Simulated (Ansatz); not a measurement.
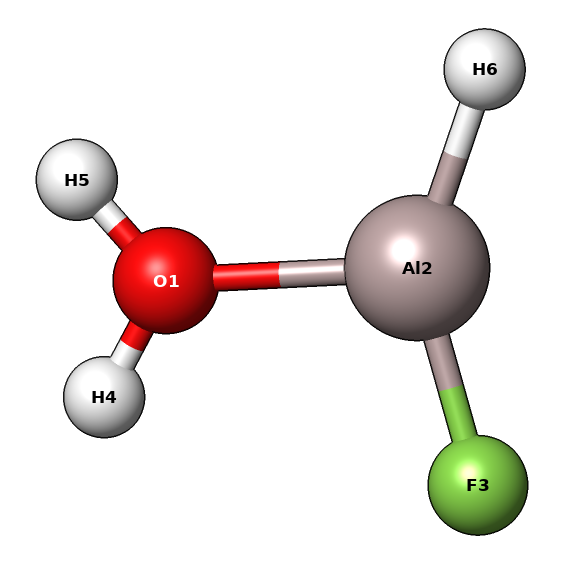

The atoms are numbered. State: charge +1, singlet. The geometry was computed by an optimisation with PBE-D4/def2-SVP. No frequency run is at hand to confirm it as a minimum.

Give the bond lengths.

```tsv
bond	length (Å)
O1–Al2	1.886
O1–H4	0.986
O1–H5	0.984
Al2–F3	1.647
Al2–H6	1.558
```
